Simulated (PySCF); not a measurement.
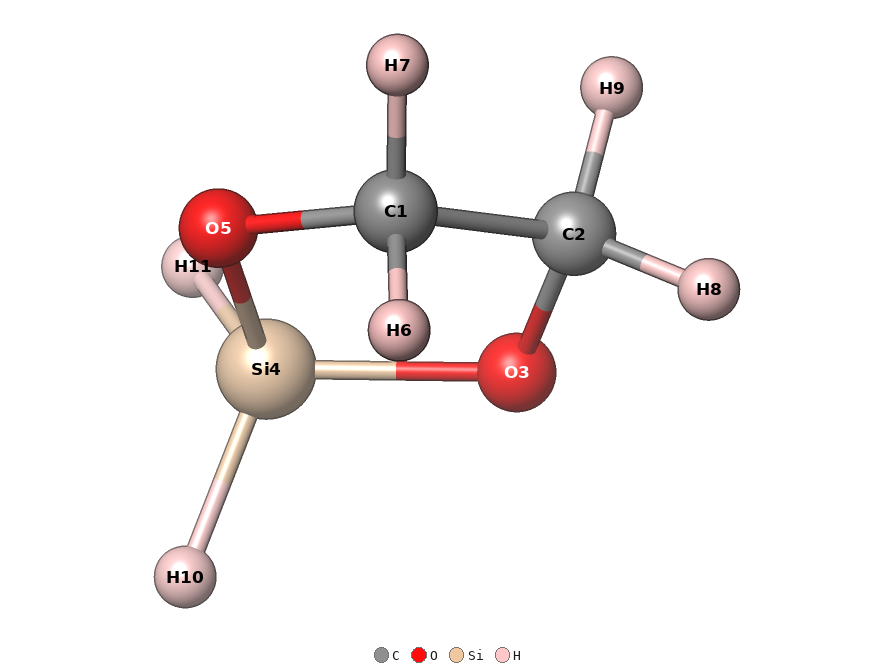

Distant atoms are faded towards the background colour. The geometry was computed by an optimisation with PBE0-D3(BJ)/def2-SVP. No frequency run is at hand to confirm it as a minimum.

### How is the 5-membered ring C1–C2–O3–Si4–O5 puckered?

It is a twist (half-chair). The Cremer–Pople amplitude Q is 0.30 Å.

### Give the torsion angles round the ring, beginning with the bond from its second to its third atom.

26°, −10°, −11°, 27°, −34°.
